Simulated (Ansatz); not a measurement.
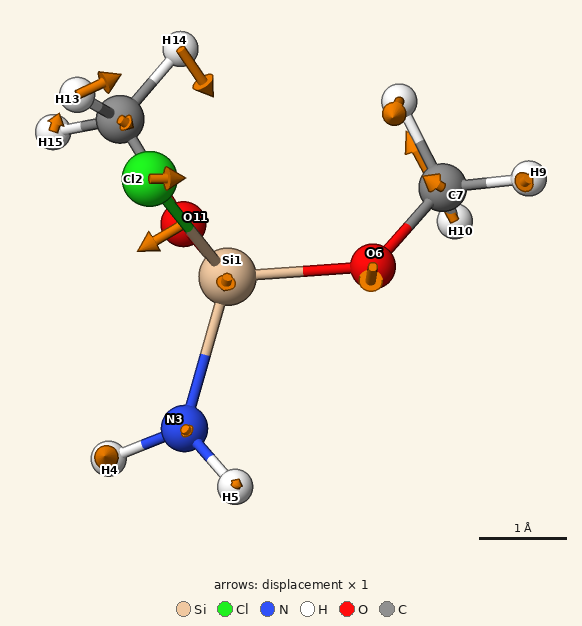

This is a relaxation of C2H8ClNO2Si. The starting structure is drawn; orange arrows show the displacements, at their true length. The two geometries are superimposed by the best rigid fit.

A ball-and-stick model, seen at a tilt.

The run prepares the start of a later molecular dynamics calculation, from a guessed geometry.

The calculation used RKS PBE0-D4/STO-3G (Ansatz 0.2.0).

The input:
```yaml
crystal:
  periodic: [false, false, false]
  atoms:
    - { symbol: Si, position_ang: [0.0, 0.0, 0.0] }
    - { symbol: Cl, position_ang: [0.0, 0.0, 2.13] }
    - { symbol: "N", position_ang: [1.7163, 0.0, -0.6061] }
    - { symbol: H, position_ang: [2.2145, -0.918, -0.7868] }
    - { symbol: H, position_ang: [2.2175, 0.918, -0.7783] }
    - { symbol: O, position_ang: [-0.7913, 1.3709, -0.5594] }
    - { symbol: C, position_ang: [-2.1512, 1.4177, -0.9653] }
    - { symbol: H, position_ang: [-2.7687, 0.8215, -0.2614] }
    - { symbol: H, position_ang: [-2.5023, 2.4707, -0.9639] }
    - { symbol: H, position_ang: [-2.2473, 0.9975, -1.9882] }
    - { symbol: O, position_ang: [-0.7913, -1.3709, -0.5594] }
    - { symbol: C, position_ang: [-1.5365, -2.2685, 0.2501] }
    - { symbol: H, position_ang: [-1.2251, -2.1576, 1.3097] }
    - { symbol: H, position_ang: [-2.6187, -2.04, 0.1571] }
    - { symbol: H, position_ang: [-1.349, -3.3106, -0.083] }
basis:
  gaussian: { orbitals: STO-3G }
hamiltonian:
  xc: pbe0
  dispersion: d4
relax:
  f_tol: 0.02
  max_steps: 40
```

Command:
```bash
ansatz run input.yaml --threads 1 --pin off --max-ram 2048MiB --backend cpu --events-out ev --progress --plain --runs-dir out
```

> Atoms of which element are displaced furthest, and by how much?

Hydrogen: up to 1.21 Å, against 0.63 Å for oxygen.

> Describe the change and its energy.

Over 12 accepted moves (13 points after the start) the energy falls by 0.818 eV. The largest force component goes from 2.6 to 0.0099 eV/Å. The line search rejected the trial step at point 8 of the run. The forces were under the threshold at step 9, but the run went on from there. The largest move after the best rigid fit is that of H10, 1.21 Å. By element the largest moves are H 1.21 Å, O 0.63 Å, Cl 0.45 Å, C 0.31 Å, Si 0.27 Å, N 0.15 Å. Near-neighbour distances that change, for instance: Si1–N3 1.820 → 1.711 Å, O11–C12 1.420 → 1.451 Å, N3–H4 1.060 → 1.035 Å, Si1–Cl2 2.130 → 2.142 Å. Bond angles that change, for instance: H4–N3–H5 120.0° → 109.0°, Si1–O11–C12 125.0° → 115.1°, O6–Si1–O11 109.5° → 118.6°. Groups turn about Si1–O6 by about 50°, Si1–O11 by about 40°, O11–C12 by about 25°.

Limits of the set-up: STO-3G is a minimal basis, so the numbers are rough.
